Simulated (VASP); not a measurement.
# TePt with PBEsol: from relaxation to properties, part 2 of 2

How well does PBEsol reproduce what experiment finds for TePt? The cell is relaxed first, and properties follow on it. The start is a cell from a database of measured crystal structures.

VASP 6.6.1; PBEsol; plane waves and PAW (Te, Pt).

Still holding for the runs below: The k-mesh is coarse for a metal.

So far. Step 6 (Vibrations at Γ (PBEsol)): The three acoustic modes come out at zero, and all others are real. By the characters of their eigenvectors the optical modes sort into (cm⁻¹) Raman active: Eg 90, A1g 117, A1g 171, Eg 180; infrared active: A2u 152, Eu 159. With a centre of inversion no mode is active in both. Step 8 (Volume scan with PBEsol, volume scale 0.94): The pressure here is 9.73 GPa.

The database entry behind the starting cell differs from later determinations by our own check (c about 0.8 % long), so it need not match the best structure at ambient conditions.

## 9. Volume scan with PBEsol, volume scale 0.96

File INCAR:

```
SYSTEM = TePt
PREC = Accurate
ENCUT = 400
EDIFF = 1E-06
NELM = 100
ISMEAR = 0
SIGMA = 0.05
LREAL = .FALSE.
ALGO = Normal
GGA = PS
NBANDS = 22
LASPH = .TRUE.
LORBIT = 11
LWAVE = .FALSE.
LCHARG = .FALSE.
KPAR = 4
ISIF = 2
```

File POSCAR:

```
TePt
1.0
    1.9505388907      1.1261441535      6.5372212292
   -1.9505388907      1.1261441535      6.5372212292
    0.0000000000     -2.2522883072      6.5372212292
Te Pt
2 2
Direct
    0.5987281417      0.5987281417      0.5987281417
    0.4012718583      0.4012718583      0.4012718583
    0.8700474103      0.8700474103      0.8700474103
    0.1299525897      0.1299525897      0.1299525897
```

File KPOINTS:

```
Automatic mesh
0
Gamma
7 7 7
0 0 0
```

The projector-augmented-wave data sets are Te and Pt (PBE family, release 64).

Started as:

```bash
> mpirun -np 4 vasp_std
```

The job ended after 34 s (4 MPI ranks of AMD EPYC 9R45, shared host; peak memory 1.3 GiB).

Numbers from this step:

- free energy (TOTEN): -22.30 eV
- energy at zero smearing: -22.30 eV
- Fermi energy: 9.002 eV
- pressure: 6.088 GPa

Force by atom:

```
atom  x (eV/Å)  y (eV/Å)  z (eV/Å)   size
 Te1     0.000     0.000     0.532  0.532
 Te2     0.000     0.000    -0.532  0.532
 Pt3     0.000     0.000    -0.002  0.002
 Pt4     0.000     0.000     0.002  0.002
```

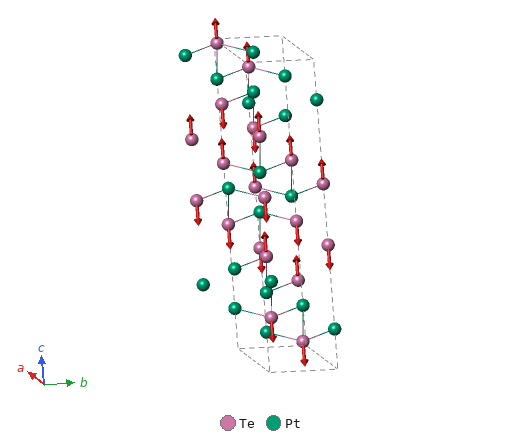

Force as arrows, the longest 0.532 eV/Å. Bonds to atoms that aren't drawn are left out. 2×1×1 conventional cells are drawn. Some periodic images of atoms are drawn too.

The pressure falls from 9.73 to 6.09 GPa.

## 10. Volume scan with PBEsol, volume scale 0.98

INCAR is that of step 9.

File POSCAR:

```
TePt
1.0
    1.9639913081      1.1339109104      6.5823069383
   -1.9639913081      1.1339109104      6.5823069383
    0.0000000000     -2.2678218209      6.5823069383
Te Pt
2 2
Direct
    0.5987281417      0.5987281417      0.5987281417
    0.4012718583      0.4012718583      0.4012718583
    0.8700474103      0.8700474103      0.8700474103
    0.1299525897      0.1299525897      0.1299525897
```

KPOINTS is that of step 9.

Started as:

```bash
> mpirun -np 4 vasp_std
```

Run time: 34 s. Hardware: 4 MPI ranks; peak memory 1.3 GiB.

The pressure falls from 6.09 to 2.87 GPa.

The run ends at a pressure of 2.87 GPa, with forces up to 0.26 eV/Å.

## 11. Volume scan with PBEsol, volume scale 1

INCAR is that of step 10.

File POSCAR:

```
TePt
1.0
    1.9772619222      1.1415727030      6.6267833343
   -1.9772619222      1.1415727030      6.6267833343
    0.0000000000     -2.2831454061      6.6267833343
Te Pt
2 2
Direct
    0.5987281417      0.5987281417      0.5987281417
    0.4012718583      0.4012718583      0.4012718583
    0.8700474103      0.8700474103      0.8700474103
    0.1299525897      0.1299525897      0.1299525897
```

KPOINTS is that of step 10.

Started as:

```bash
> mpirun -np 4 vasp_std
```

Run time: 33 s. Hardware: 4 MPI ranks; peak memory 1.3 GiB.

The pressure falls from 2.87 to 0.02 GPa.

The run ends at a pressure of 0.02 GPa, with forces up to 0.0087 eV/Å.

## 12. Volume scan with PBEsol, volume scale 1.02

INCAR is that of step 11.

File POSCAR:

```
TePt
1.0
    1.9903567536      1.1491330075      6.6706705956
   -1.9903567536      1.1491330075      6.6706705956
    0.0000000000     -2.2982660150      6.6706705956
Te Pt
2 2
Direct
    0.5987281417      0.5987281417      0.5987281417
    0.4012718583      0.4012718583      0.4012718583
    0.8700474103      0.8700474103      0.8700474103
    0.1299525897      0.1299525897      0.1299525897
```

KPOINTS is that of step 11.

Started as:

```bash
> mpirun -np 4 vasp_std
```

Wall time 32 s (4 MPI ranks); peak memory 1.3 GiB.

The pressure falls from 0.02 to -2.48 GPa.

The run ends at a pressure of -2.48 GPa, with forces up to 0.22 eV/Å.

## 13. Volume scan with PBEsol, volume scale 1.04

INCAR is that of step 12.

File POSCAR:

```
TePt
1.0
    2.0032815103      1.1565951192      6.7139878522
   -2.0032815103      1.1565951192      6.7139878522
    0.0000000000     -2.3131902385      6.7139878522
Te Pt
2 2
Direct
    0.5987281417      0.5987281417      0.5987281417
    0.4012718583      0.4012718583      0.4012718583
    0.8700474103      0.8700474103      0.8700474103
    0.1299525897      0.1299525897      0.1299525897
```

KPOINTS is that of step 12.

Started as:

```bash
> mpirun -np 4 vasp_std
```

Elapsed: 32 s, on 4 MPI ranks; peak memory 1.3 GiB.

The pressure falls from -2.48 to -4.69 GPa.

The run ends at a pressure of -4.69 GPa, with forces up to 0.42 eV/Å.

## 14. Volume scan with PBEsol, volume scale 1.06

A prediction first. A parabola through the 6 pressures of evenly scaled cells so far, P = 0.01 -134.1 t +368 t² GPa with t = ln(V/V₁) and V₁ the volume at scale 1, gives -6.55 GPa at t = +0.0583.

INCAR is that of step 13.

File POSCAR:

```
TePt
1.0
    2.0160416092      1.1639621657      6.7567532591
   -2.0160416092      1.1639621657      6.7567532591
    0.0000000000     -2.3279243315      6.7567532591
Te Pt
2 2
Direct
    0.5987281417      0.5987281417      0.5987281417
    0.4012718583      0.4012718583      0.4012718583
    0.8700474103      0.8700474103      0.8700474103
    0.1299525897      0.1299525897      0.1299525897
```

KPOINTS is that of step 13.

Started as:

```bash
> mpirun -np 4 vasp_std
```

Run time: 33 s. Hardware: 4 MPI ranks; peak memory 1.3 GiB.

The pressure falls from -4.69 to -6.65 GPa. The parabola predicted -6.55 GPa, +0.10 GPa off.

## 15. Comparing the runs

Times are for 4 MPI ranks of AMD EPYC 9R45, shared host. The series side by side:

```
no.  volume scale  energy above the lowest point (meV/atom)  pressure (GPa)  time  memory (GiB)
  1          0.94                                     38.77           9.730  33 s           1.3
  2          0.96                                     16.62           6.088  34 s           1.3
  3          0.98                                      4.06           2.866  34 s           1.3
  4             1                                         0         0.01712  33 s           1.3
  5          1.02                                      3.45          -2.475  32 s           1.3
  6          1.04                                     13.51          -4.693  32 s           1.3
  7          1.06                                      29.4          -6.652  33 s           1.3
```

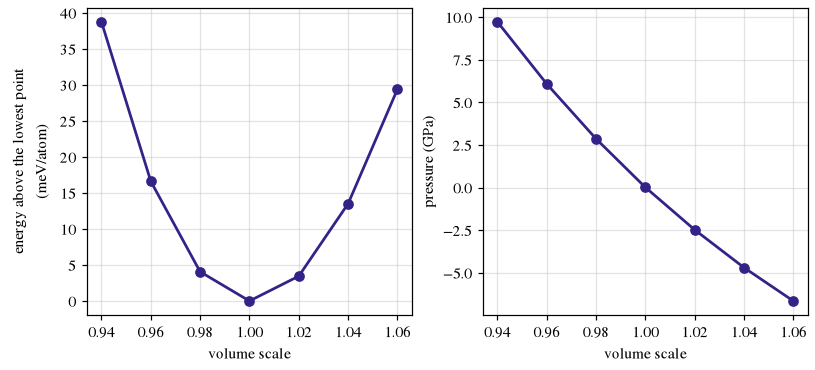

The series as plots.

## 16. Fit for PBEsol

This step: Birch-Murnaghan fit, PBEsol; plane waves and PAW (VASP 6.6.1).

This step runs nothing: it gathers the runs above.

Numbers from this step:

* pressure derivative of the bulk modulus: 5.231
* r.m.s. error of the fit: 4.57e-6 eV/atom
* minimum inside the sampled range: yes
* bulk modulus: 133.4 GPa
* equilibrium volume of the fit: 22.45 Å³/atom

Energy above the fitted minimum against volume:

```
volume (Å³/atom)  energy above the fitted minimum (eV/atom)
           21.09                                     0.0388
           21.54                                     0.0166
           21.99                                    0.00405
           22.44                                    -3.0e-6
           22.89                                    0.00344
           23.33                                     0.0135
           23.78                                     0.0294
```

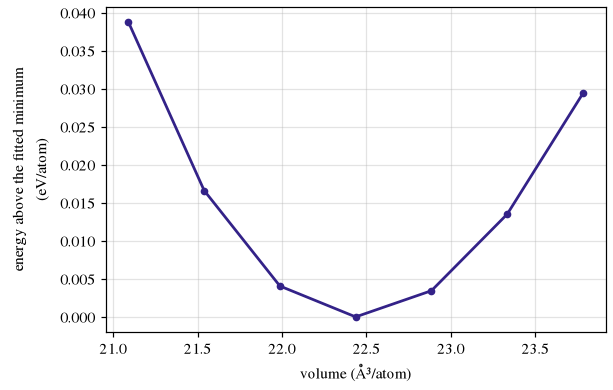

Energy above the fitted minimum, plotted against volume.

The fitted volume lies +0.04 % from the relaxed one. The atoms bear forces along the scan, since they were held; freeing them would lower the modulus.

## 17. What came out

```
relaxed volume                            : 22.44 Å³/atom
relaxed conventional cell a, b, c         : 3.955, 3.955, 19.880 Å; angles 90.0, 90.0, 120.0°
space group after relaxing, within 0.02 Å : R-3m (No. 166)
band gap                                  : none, a metal
DOS at the Fermi level                    : 1.96 states/eV/cell
highest zone-centre mode                  : 180 cm⁻¹
bulk modulus from the fit                 : 133 GPa
volume from the fit                       : 22.4 Å³/atom
```

What this shows: With PBEsol, TePt relaxes to 22.44 Å³/atom in space group R-3m (held by the symmetry of the run), comes out as a metal and has a bulk modulus of 133 GPa at fixed shape and positions, an upper bound. Against the listed cell the volume lies -0.9 % (a -0.2 %, c -0.5 %). Bands along the symmetry lines (PBEsol): Of the bands kept, 4 cross the Fermi level on this path. Vibrations at Γ (PBEsol): The highest mode at Γ, 179.5 cm⁻¹, has its largest share on Pt (64 % of the kinetic energy). Spin-orbit coupling is left out, and with elements this heavy it would split and shift bands near the Fermi level. The k-sampling is coarse for a metal, so the Fermi level, pressures and the shape of the cell carry errors. Modes at Γ alone can't show that the crystal is stable at other wave vectors. The bonds form layers, and without a dispersion term the spacing between them, and what depends on it, is unreliable. No search among competing phases was made, and a listed structure need not be the one stable at ambient conditions. All values are for a static lattice at zero temperature.

Comparison with the measured values:

```
              quantity  measured           PBEsol
lattice constant a (Å)    3.9612   3.955 (-0.2 %)
lattice constant c (Å)    19.815  19.880 (+0.3 %)
```

Measured values from arxiv:2203.06655 (2022).

Verdict: The lattice constant a is off by -0.2 %: good agreement. The lattice constant c is off by +0.3 %: good agreement. The grades are ours: good and fair within 0.7 and 1.5 % for the lattice constant a and 0.8 and 2 % for the lattice constant c. For lattice constants the calculation has a static lattice, without zero-point motion or thermal expansion (measured at up to 200 K).

[Lines on the potential files, build, host, timing and source positions are cut from VASP's logs without a mark.]

[Logs are printed without paths, hosts, clocks, repeated set-up lines and the standing remarks that a program may print on its own settings, such as how far it seeks lower states.]

[Hosts, paths, dates, database ids (printed as entryN), source tags and the programs' standing remarks are cut or masked in the printed files.]

[Measured values are set beside computed ones only where the two were judged alike; some that the calculation misses by far are left out.]
